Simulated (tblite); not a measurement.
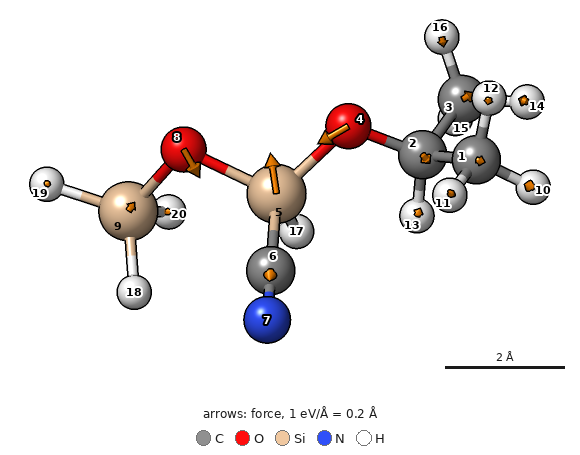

Starting geometry of C4H11NO2Si2 with the computed forces as orange arrows. The picture is a ball-and-stick view, seen from a free direction.

The calculation used GFN2-xTB geometry optimisation, gas phase (tblite 0.8.0). 

Q: Is this structure relaxed? If not, where do the atoms go?

A: It isn't relaxed: the largest force vector, on Si5, is 3.61 eV/Å. The final displacements have little in common with the starting forces (cosine between the two patterns 0.19). The energy falls by 33.6 kcal/mol in 114 geometry steps. H19 moves most after the best rigid fit: 1.64 Å. By element the largest moves are H 1.64 Å, O 1.27 Å, Si 0.97 Å, N 0.56 Å, C 0.45 Å. Among the contacts that change: Si5–Si9 2.758 → 3.197 Å, Si5–O8 1.739 → 1.602 Å, O4–Si5 1.707 → 1.604 Å, O8–Si9 1.715 → 1.621 Å. Bond angles that change, for instance: Si5–O8–Si9 106.0° → 165.5°, C2–O4–Si5 110.7° → 131.5°, O4–Si5–O8 111.7° → 104.5°. Groups turn about C2–O4 by about 40°, C2–C3 by about 35°, O4–Si5 by about 20°. Cost: 2.9 s on 1 thread of AMD EPYC, on a shared host.
